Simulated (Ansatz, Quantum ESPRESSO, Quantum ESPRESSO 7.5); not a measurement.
# The work function of Ti(0001), 6 layers, level by level

Wanted: work functions and the surface dipole of Ti(0001), 6 layers at several levels, with their cost.

Main program and level: Quantum ESPRESSO 7.5; plane-wave DFT, PBE, GBRV ultrasoft pseudopotentials (cross-check by Ansatz 0.2.0 with PAW datasets).

**What experiment says.**

“Anisotropic work function of elemental crystals” (2019, arxiv:1902.07811) quotes from earlier work for Ti (polycrystalline sample, no single face): work function, loosely compared (polycrystalline sample, no single face) 4.33 eV.

Report form: the programs' logs are mostly left out.

## (1) The structure

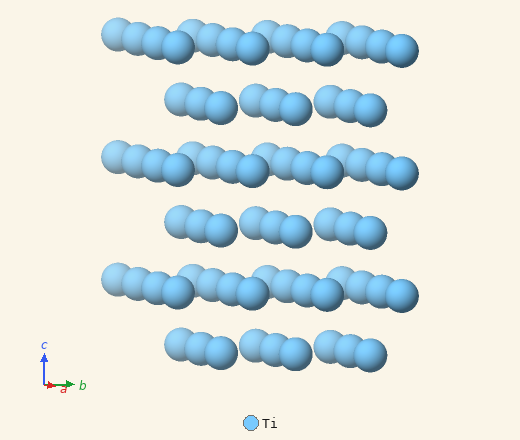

The cell as given, from the side, with the c axis up (titanium blue). 3×3×1 cells are drawn. Some periodic images of atoms are drawn too.

The cell holds 6 atoms: 6 Ti. Its edges and angles: a = 2.950 Å, b = 2.950 Å, c = 27.712 Å, α = 90.0°, β = 90.0°, γ = 60.0°. It derives from Ti. Vacuum lies along c.

## (2) Relaxing the ions

BFGS moves the free atoms until their forces fall under forc_conv_thr; those flagged 0 0 0 are held.

Contents of relax.in:

```
&control
  prefix = 'relax'
  outdir = './out'
  pseudo_dir = './pseudo'
  nstep = 40
  forc_conv_thr = 0.001
  calculation = 'relax'
/
&system
  ibrav = 0
  nat = 6
  ntyp = 1
  ecutwfc = 40
  ecutrho = 200
  occupations = 'smearing'
  smearing = 'mv'
  degauss = 0.02
/
&electrons
  conv_thr = 1e-07
  mixing_beta = 0.4
  electron_maxstep = 120
  mixing_mode = 'local-TF'
/
&ions
/
ATOMIC_SPECIES
  Ti  47.8670  ti_pbe_v1.4.uspp.F.UPF
CELL_PARAMETERS angstrom
  2.95000000000000 0.00000000000000 0.00000000000000
  1.47500000000000 2.55477494116409 0.00000000000000
  0.00000000000000 0.00000000000000 27.71150000000000
ATOMIC_POSITIONS crystal
  Ti  0.666666666700 0.666666666700 0.288688811504
  Ti  0.000000000000 0.000000000000 0.373213286903
  Ti  0.666666666700 0.666666666700 0.457737762301 0 0 0
  Ti  0.000000000000 0.000000000000 0.542262237699 0 0 0
  Ti  0.666666666700 0.666666666700 0.626786713097
  Ti  0.000000000000 0.000000000000 0.711311188496
K_POINTS automatic
  12 12 1 0 0 0
```

Launch:

```console
$ OMP_NUM_THREADS=1 mpirun -n 4 pw.x -nk 4 -in relax.in > relax.out
```

Wall time 13 min (4 MPI ranks of Arm Neoverse V1, shared host); peak memory 0.62 GiB; 50 min of CPU time.

The steps of the relaxation:

```
step  energy less that of the first step (eV)  largest force (eV/Å)
   1                                   0.0000                0.5860
   2                                  -0.0263                0.5388
   3                                  -0.0517                0.4775
   4                                  -0.0824                0.3694
   5                                  -0.1094                0.1795
   6                                  -0.1136                0.0940
   7                                  -0.1141                0.0638
   8                                  -0.1147                0.0698
   9                                  -0.1156                0.0787
  10                                  -0.1169                0.0808
  11                                  -0.1186                0.0711
  12                                  -0.1199                0.0380
  13                                  -0.1202                0.0214
```

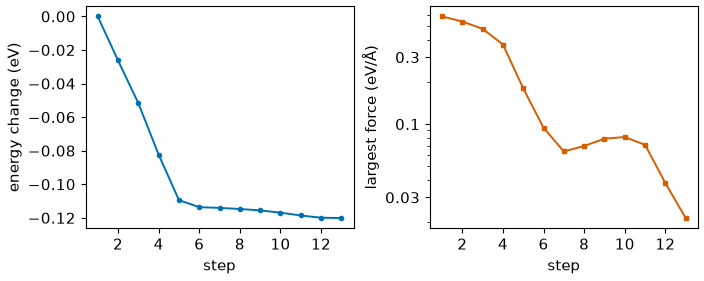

Energy and largest force along the relaxation.

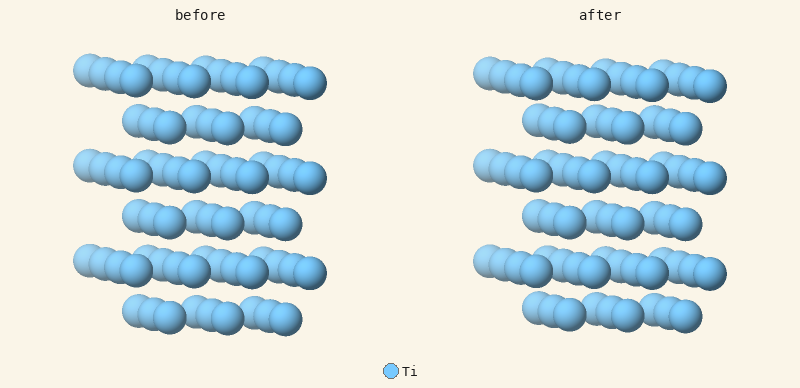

The structure before and after the relaxation, drawn at the same scale.

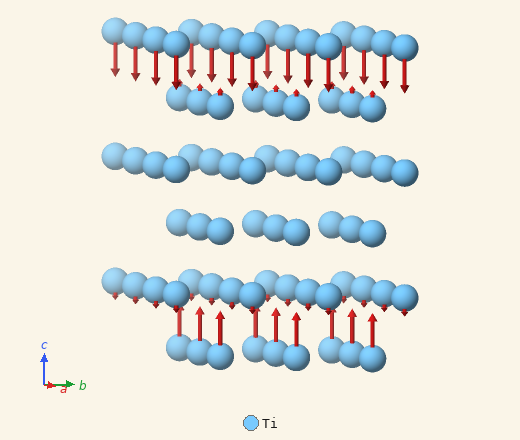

Displacements in the relaxation, exaggerated; the longest in the cell stands for 0.14 Å. 3×3×1 cells are drawn. Some periodic images of atoms are drawn too.

The atoms that moved most (Å):

```
atom     dx     dy      dz  length
 Ti6  0.000  0.000  -0.145   0.145
 Ti1  0.000  0.000   0.145   0.145
 Ti2  0.000  0.000  -0.032   0.032
 Ti5  0.000  0.000   0.032   0.032
```

The relaxation lowers the energy by 20 meV an atom. On the free atoms the largest force ends at 0.021 eV/Å.

Numbers from this step:

- free energy: -9733.0846 eV
- Fermi energy: 4.603 eV

The program's own clock; routines nest. Time by routine:

```
     routine  wall time (s)   calls
       PWSCF          755.9       1
   electrons            746      13
     c_bands          550.7     211
     cegterg          479.4    1056
       h_psi          338.9    5665
        fftw            303  272781
    vloc_psi          273.4    5665
    sum_band          87.37     211
     mix_rho          75.53     211
        ffts          49.98   24781
      calbec          46.75    6980
  add_vuspsi           32.7    5665
       s_psi          32.22    5665
h_psi:calbec          31.83    5665
```

## (3) Ground state

One self-consistent run gives the Fermi level and the density from which pp.x builds the potential.

Contents of scf.in:

```
&control
  prefix = 'scf'
  outdir = './out'
  pseudo_dir = './pseudo'
  calculation = 'scf'
  tprnfor = .true.
/
&system
  ibrav = 0
  nat = 6
  ntyp = 1
  ecutwfc = 40
  ecutrho = 200
  occupations = 'smearing'
  smearing = 'mv'
  degauss = 0.02
/
&electrons
  conv_thr = 1e-07
  mixing_beta = 0.4
  electron_maxstep = 120
  mixing_mode = 'local-TF'
/
ATOMIC_SPECIES
  Ti  47.8670  ti_pbe_v1.4.uspp.F.UPF
CELL_PARAMETERS angstrom
  2.95000000000000 0.00000000000000 0.00000000000000
  1.47500000000000 2.55477494116409 0.00000000000000
  0.00000000000000 0.00000000000000 27.71150000000000
ATOMIC_POSITIONS crystal
  Ti  0.666666666700 0.666666666700 0.293910159200
  Ti  0.000000000000 0.000000000000 0.372071779300
  Ti  0.666666666700 0.666666666700 0.457737762300
  Ti  0.000000000000 0.000000000000 0.542262237700
  Ti  0.666666666700 0.666666666700 0.627928220700
  Ti  0.000000000000 0.000000000000 0.706089840800
K_POINTS automatic
  12 12 1 0 0 0
```

Launch:

```console
$ OMP_NUM_THREADS=1 mpirun -n 4 pw.x -nk 4 -in scf.in > scf.out
```

Elapsed: 63 s, on 4 MPI ranks; peak memory 0.5 GiB; 4.2 min of CPU time.

Numbers from this step:

| Property | Result |
| --- | --- |
| Fermi energy | 4.604 eV |

The program's own clock; routines nest. Time by routine:

```
     routine  wall time (s)  calls
       PWSCF           62.8      1
   electrons          60.64      1
     c_bands          44.95     17
     cegterg          40.13     85
       h_psi          28.85    530
        fftw          25.51  22957
    vloc_psi          23.21    530
    sum_band           6.99     17
     mix_rho           6.15     17
        ffts           4.04   2003
      calbec           3.93    635
  add_vuspsi           2.81    530
       s_psi           2.77    530
h_psi:calbec           2.74    530
```

The run needed 17 iterations to bring the estimated error under 1e-07 Ry; the largest force on any atom, held or free, is 0.19 eV/Å.

## (4) Electrostatic potential

The vacuum level is read from the electrostatic potential (plot_num = 11), averaged over planes.

Contents of pot.in:

```
&inputpp
  prefix = 'scf'
  outdir = './out'
  filplot = 'pot.dat'
  plot_num = 11
/
```

Launch:

```console
$ OMP_NUM_THREADS=1 mpirun -n 4 pp.x -in pot.in > pot.out
```

The job ended after 1 s (4 MPI ranks; peak memory 0.09 GiB).

Read from the output:

```
work function of the upper face                                       : 4.412 eV
slope of the potential above                                          : 0.001296 eV/Å
upper vacuum line continued to the top atoms, over the Fermi level    : 4.405 eV
work function of the lower face                                       : 4.412 eV
slope of the potential below                                          : -9.62e-4 eV/Å
lower vacuum line continued to the bottom atoms, over the Fermi level : 4.407 eV
```

The potential energy, planar mean oscillates, so the rows of the table below give means over windows of 2.31 Å about each position, cut where the curve ends. Its maxima inside the range that stand out by 2 % of the span (Å: eV): 9.2: -1.36, 11.5: -0.267, 13.9: -0.415, 16.2: -0.267, 18.5: -1.36. Its minima: 8.1: -19.4, 10.3: -19.3, 12.7: -19.3, 15.0: -19.3, 17.4: -19.3, 19.6: -19.4.

Electrostatic potential energy of an electron; zero at the Fermi level. Potential energy, planar mean against z; means over each step:

```
z (Å)  potential energy, planar mean (eV)
 1.16                                4.41
 3.46                                4.41
 5.77                                3.70
 8.08                               -9.00
10.39                               -8.85
12.70                               -8.81
15.01                               -8.81
17.32                               -8.85
19.63                               -8.99
21.94                                3.71
24.25                                4.41
26.56                                4.41
```

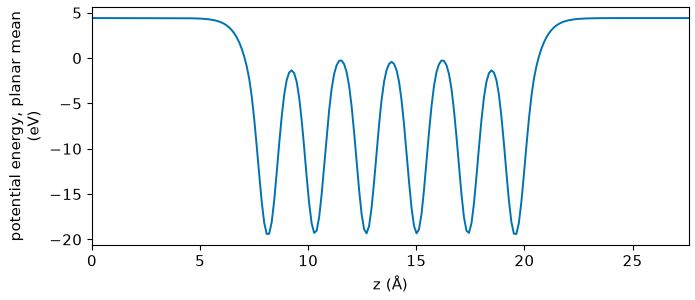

Potential energy, planar mean against z.

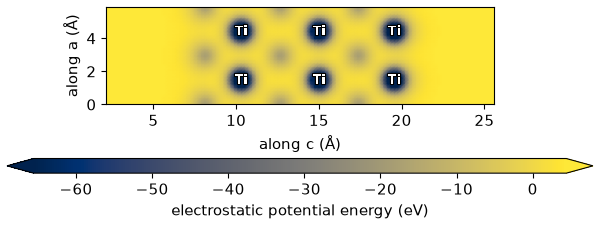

Electrostatic potential energy in the ca plane at fractional y = 0.000, with atoms of Ti within 0.2 Å of it. With pseudopotentials it is smooth inside the atoms' cores, unlike the true potential. The map starts off the cell's origin, so that atoms lie inside it. The far vacuum is left out of the map.

The vacuum is flat to 1.3 meV/Å, so its level is well defined. Inside the slab the curve depends on the local part of the pseudopotentials; only the vacuum level has a meaning of its own.

## (5) Planar and running averages

A running mean over one period damps the atomic wiggles and leaves the mean of this pseudopotential's potential.

Contents of avg.in:

```
1
pot.dat
1.0
473
3
4.4263055017
```

Launch:

```console
$ OMP_NUM_THREADS=1 average.x < avg.in > avg.out
```

Run time: 0.53 s. Hardware: 1 MPI rank; peak memory 0.1 GiB.

Read from the output:

| Quantity | Value |
| --- | --- |
| average.x's running mean inside the slab, on the run's own zero | -4.029 eV |
| mean potential by an exact Fourier window inside the slab, on the run's own zero | -4.032 eV |

The potential energy (planar mean) oscillates, so the rows of the table below give means over windows of 2.31 Å about each position, cut where the curve ends. Its maxima inside the range that stand out by 2 % of the span (Å: eV): 9.2: -1.37, 11.5: -0.233, 13.9: -0.430, 16.2: -0.233, 18.5: -1.37. Its minima: 8.1: -19.4, 10.3: -19.3, 12.7: -19.3, 15.0: -19.3, 17.4: -19.3, 19.6: -19.6.

Electrostatic potential energy of an electron; zero at the Fermi level; window 2.3423 Å. Table of potential energy by z; means over each step:

```
z (Å)  planar mean (eV)  running mean (eV)
 1.16              4.41               4.41
 3.46              4.41               4.40
 5.77              3.70               2.88
 8.08             -9.00              -8.21
10.39             -8.85              -8.98
12.70             -8.81              -8.64
15.01             -8.81              -8.64
17.32             -8.85              -8.99
19.63             -8.99              -8.19
21.94              3.71               2.90
24.25              4.41               4.40
26.56              4.41               4.41
```

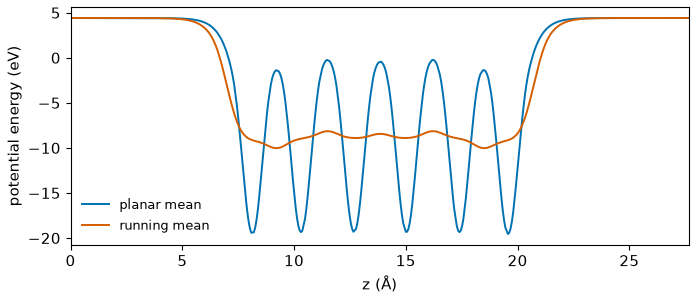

Potential energy against z.

Where the running mean is not flat inside, average.x's window, rounded to the grid, doesn't match the spacings there.

## (6) Density by pp.x

The density shows how far the electrons spill into the vacuum.

Contents of rho.in:

```
&inputpp
  prefix = 'scf'
  outdir = './out'
  filplot = 'rho.dat'
  plot_num = 0
/
```

Launch:

```console
$ OMP_NUM_THREADS=1 mpirun -n 4 pp.x -in rho.in > rho.out
```

It took 0.85 s on 4 MPI ranks; peak memory 0.1 GiB; 3.1 s of CPU time.

Read from the output:

```
electrons by integration : 72.00 e
```

The valence density, planar mean oscillates, so the rows of the table below give means over windows of 2.5 Å about each position, cut where the curve ends. Its maxima inside the range that stand out by 2 % of the span (Å: e/Å³): 8.2: 1.41, 10.3: 1.40, 12.7: 1.41, 15.0: 1.41, 17.4: 1.40, 19.5: 1.41. Its minima: 9.2: 0.227, 11.5: 0.183, 13.9: 0.187, 16.2: 0.183, 18.5: 0.227.

Mean over planes. The valence density, planar mean by z; means over each step:

```
z (Å)  valence density, planar mean (e/Å³)
  2.5                               1.8e-5
  5.0                              0.00396
  7.5                                0.575
 10.0                                0.675
 12.5                                0.648
 15.0                                0.648
 17.5                                0.661
 20.0                                0.604
 22.5                              0.00605
 25.0                               2.9e-5
```

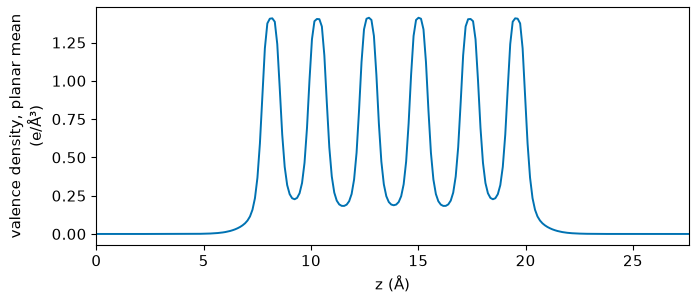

Valence density, planar mean against z.

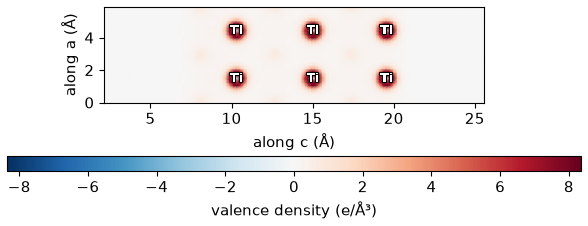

Valence density in the ca plane at fractional y = 0.000, with atoms of Ti within 0.2 Å of it. It is the smooth field of the valence electrons, not physical close to the nuclei. The map starts off the cell's origin, so that atoms lie inside it. The far vacuum is left out of the map.

The density integrates to 72.000 electrons, as the 72 of the input ask.

## (7) Projections on atomic orbitals

Projections on atomic orbitals tell which layers and orbitals hold the states near the zero of energy.

Contents of pdos.in:

```
&projwfc
  prefix = 'scf'
  outdir = './out'
  filpdos = 'pdos'
  Emin = -3.396
  Emax = 8.604
  DeltaE = 0.1
  ngauss = 0
  degauss = 0.01
/
```

Launch:

```console
$ OMP_NUM_THREADS=1 mpirun -n 4 projwfc.x -in pdos.in > pdos.out
```

Wall time 1.4 s (4 MPI ranks); peak memory 0.11 GiB.

This step gave:

* spilling of the projection: 0.0277

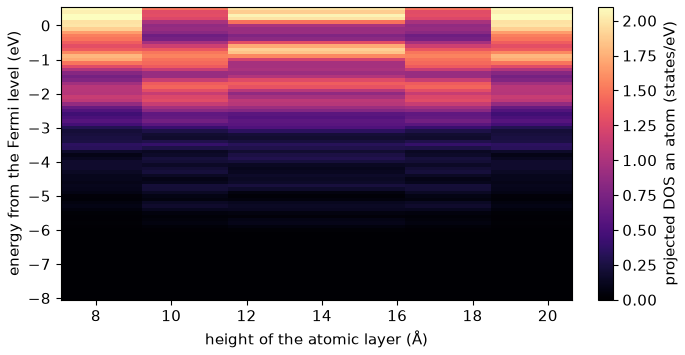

Projected DOS an atom over height of the atomic layer and energy from the Fermi level. Columns are the atomic layers from the bottom up.

The atomic orbitals miss 2.8 % of the occupied states, so charges and projections are rough.

## (8) Self-consistent run: open boundaries by the effective screening medium

The effective screening medium with bc1 puts vacuum on both sides and removes the images along the normal. The slab must sit about z = 0, symmetry is kept, and the .esm1 file holds the planar potential.

Contents of esm.in:

```
&control
  prefix = 'esm'
  outdir = './out'
  pseudo_dir = './pseudo'
  calculation = 'scf'
  tprnfor = .true.
/
&system
  ibrav = 0
  nat = 6
  ntyp = 1
  ecutwfc = 40
  ecutrho = 200
  occupations = 'smearing'
  smearing = 'mv'
  degauss = 0.02
  assume_isolated = 'esm'
  esm_bc = 'bc1'
/
&electrons
  conv_thr = 1e-07
  mixing_beta = 0.4
  electron_maxstep = 120
  mixing_mode = 'local-TF'
/
ATOMIC_SPECIES
  Ti  47.8670  ti_pbe_v1.4.uspp.F.UPF
CELL_PARAMETERS angstrom
  2.95000000000000 0.00000000000000 0.00000000000000
  1.47500000000000 2.55477494116409 0.00000000000000
  0.00000000000000 0.00000000000000 27.71150000000000
ATOMIC_POSITIONS crystal
  Ti  0.666666666700 0.666666666700 -0.206089840800
  Ti  0.000000000000 0.000000000000 -0.127928220700
  Ti  0.666666666700 0.666666666700 -0.042262237700
  Ti  0.000000000000 0.000000000000 0.042262237700
  Ti  0.666666666700 0.666666666700 0.127928220700
  Ti  0.000000000000 0.000000000000 0.206089840800
K_POINTS automatic
  12 12 1 0 0 0
```

Launch:

```console
$ OMP_NUM_THREADS=1 mpirun -n 4 pw.x -nk 4 -in esm.in > esm.out
```

Wall time 1.7 min (4 MPI ranks); peak memory 0.6 GiB.

This step gave:

* free energy: -9733.0848 eV
* Fermi energy: -4.410 eV
* vacuum line at the lower end of the cell, over the Fermi level: 4.410 eV
* vacuum line at the upper end of the cell, over the Fermi level: 4.410 eV

The potential energy, planar mean oscillates, so the rows of the table below give means over windows of 2.31 Å about each position, cut where the curve ends. Its maxima inside the range that stand out by 2 % of the span (Å: eV): -4.6: -1.36, -2.3: -0.274, 0.0: -0.422, 2.3: -0.274, 4.6: -1.36. Its minima: -5.8: -19.4, -3.6: -19.3, -1.1: -19.3, 1.1: -19.3, 3.6: -19.3, 5.8: -19.4.

Electrostatic potential energy of an electron; zero at the Fermi level. Table of potential energy, planar mean by z; means over each step:

```
 z (Å)  potential energy, planar mean (eV)
-12.71                                4.41
-10.39                                4.41
 -8.08                                3.70
 -5.77                               -9.00
 -3.46                               -8.86
 -1.15                               -8.82
  1.16                               -8.82
  3.47                               -8.86
  5.78                               -9.00
  8.09                                3.70
 10.40                                4.41
 12.71                                4.41
```

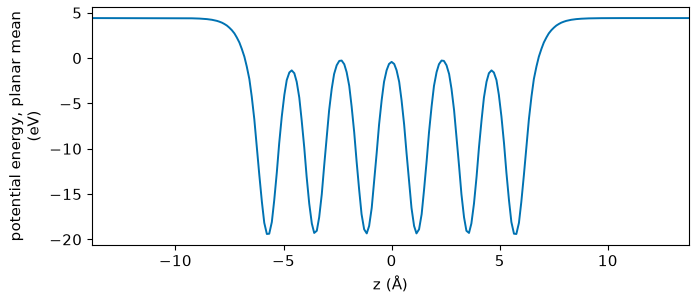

Potential energy, planar mean, plotted against z.

The vacuum levels are read from the outermost 0.7 Å of the cell on either side.

The run needed 22 iterations to bring the estimated error under 1e-07 Ry; the largest force on any atom, held or free, is 0.19 eV/Å.

The upper level is 4.410 eV against 4.412 eV from the periodic run.

## (9) Self-consistent run: RPBE, GBRV ultrasoft

Next, another level on the same atoms.

Level of this step: plane-wave DFT, RPBE, GBRV ultrasoft pseudopotentials made under PBE (Quantum ESPRESSO 7.5). input_dft overrides the functional of the files.

Contents of gbrv-rpbe.in:

```
&control
  prefix = 'gbrv-rpbe'
  outdir = './out'
  pseudo_dir = './pseudo'
  calculation = 'scf'
  tprnfor = .true.
/
&system
  ibrav = 0
  nat = 6
  ntyp = 1
  ecutwfc = 40
  ecutrho = 200
  input_dft = 'rpbe'
  occupations = 'smearing'
  smearing = 'mv'
  degauss = 0.02
/
&electrons
  conv_thr = 1e-07
  mixing_beta = 0.4
  electron_maxstep = 120
  mixing_mode = 'local-TF'
/
ATOMIC_SPECIES
  Ti  47.8670  ti_pbe_v1.4.uspp.F.UPF
CELL_PARAMETERS angstrom
  2.95000000000000 0.00000000000000 0.00000000000000
  1.47500000000000 2.55477494116409 0.00000000000000
  0.00000000000000 0.00000000000000 27.71150000000000
ATOMIC_POSITIONS crystal
  Ti  0.666666666700 0.666666666700 0.293910159200
  Ti  0.000000000000 0.000000000000 0.372071779300
  Ti  0.666666666700 0.666666666700 0.457737762300
  Ti  0.000000000000 0.000000000000 0.542262237700
  Ti  0.666666666700 0.666666666700 0.627928220700
  Ti  0.000000000000 0.000000000000 0.706089840800
K_POINTS automatic
  12 12 1 0 0 0
```

Launch:

```console
$ OMP_NUM_THREADS=1 mpirun -n 4 pw.x -nk 4 -in gbrv-rpbe.in > gbrv-rpbe.out
```

It took 64 s on 4 MPI ranks; peak memory 0.62 GiB; 4.3 min of CPU time.

Numbers from this step:

| Item | Value |
| --- | --- |
| free energy | -9737.0132 eV |
| Fermi energy | 4.701 eV |

## (10) Potential by pp.x

Contents of gbrv-rpbe.pot.in:

```
&inputpp
  prefix = 'gbrv-rpbe'
  outdir = './out'
  filplot = 'gbrv-rpbe.pot.dat'
  plot_num = 11
/
```

Launch:

```console
$ OMP_NUM_THREADS=1 mpirun -n 4 pp.x -in gbrv-rpbe.pot.in > gbrv-rpbe.pot.out
```

It took 0.85 s on 4 MPI ranks; peak memory 0.11 GiB.

This step gave:

```
work function of the upper face                                       : 4.313 eV
slope of the potential above                                          : 0.001451 eV/Å
upper vacuum line continued to the top atoms, over the Fermi level    : 4.306 eV
work function of the lower face                                       : 4.314 eV
slope of the potential below                                          : -0.001080 eV/Å
lower vacuum line continued to the bottom atoms, over the Fermi level : 4.308 eV
```

The upper face goes from 4.412 eV (PBE, GBRV) to 4.313 eV, a change of -0.099 eV.

## (11) Ground state: PBEsol, PseudoDojo norm-conserving

Level of this step: plane-wave DFT, PBEsol, PseudoDojo norm-conserving pseudopotentials (Quantum ESPRESSO 7.5).

dojo-pbesol.in is the input of step 9 with these lines changed:

```diff
@@ -1,3 +1,3 @@
 &control
-  prefix = 'gbrv-rpbe'
+  prefix = 'dojo-pbesol'
   outdir = './out'
@@ -11,5 +11,4 @@
   ntyp = 1
-  ecutwfc = 40
-  ecutrho = 200
-  input_dft = 'rpbe'
+  ecutwfc = 76
+  ecutrho = 304
   occupations = 'smearing'
@@ -25,3 +24,3 @@
 ATOMIC_SPECIES
-  Ti  47.8670  ti_pbe_v1.4.uspp.F.UPF
+  Ti  47.8670  Ti.dojo-sr-pbesol-0.4.1-standard.upf
 CELL_PARAMETERS angstrom
```

Launch:

```console
$ OMP_NUM_THREADS=1 mpirun -n 4 pw.x -nk 4 -in dojo-pbesol.in > dojo-pbesol.out
```

Wall time 3.4 min (4 MPI ranks); peak memory 0.89 GiB; 13 min of CPU time.

Numbers from this step:

- free energy: -9679.8497 eV
- Fermi energy: 4.520 eV

## (12) Potential by pp.x

Contents of dojo-pbesol.pot.in:

```
&inputpp
  prefix = 'dojo-pbesol'
  outdir = './out'
  filplot = 'dojo-pbesol.pot.dat'
  plot_num = 11
/
```

Launch:

```console
$ OMP_NUM_THREADS=1 mpirun -n 4 pp.x -in dojo-pbesol.pot.in > dojo-pbesol.pot.out
```

Elapsed: 0.88 s, on 4 MPI ranks; peak memory 0.11 GiB.

This step gave:

```
work function of the upper face                                       : 4.450 eV
slope of the potential above                                          : 8.17e-4 eV/Å
upper vacuum line continued to the top atoms, over the Fermi level    : 4.446 eV
work function of the lower face                                       : 4.450 eV
slope of the potential below                                          : -5.65e-4 eV/Å
lower vacuum line continued to the bottom atoms, over the Fermi level : 4.447 eV
```

The upper face goes from 4.412 eV (PBE, GBRV) to 4.450 eV, a change of +0.038 eV.

(Part 1 of 2 ends here.)

[Logs are printed without paths, hosts, clocks, repeated set-up lines and the standing remarks that a program may print on its own settings, such as how far it seeks lower states.]

[Hosts, paths, dates, database ids (printed as entryN), source tags and the programs' standing remarks are cut or masked in the printed files.]

[Maps of the electrostatic potential energy from Ansatz leave out the sawtooth potential of an applied field or a dipole correction, so their vacuum need not be flat; planar profiles and work functions include it.]
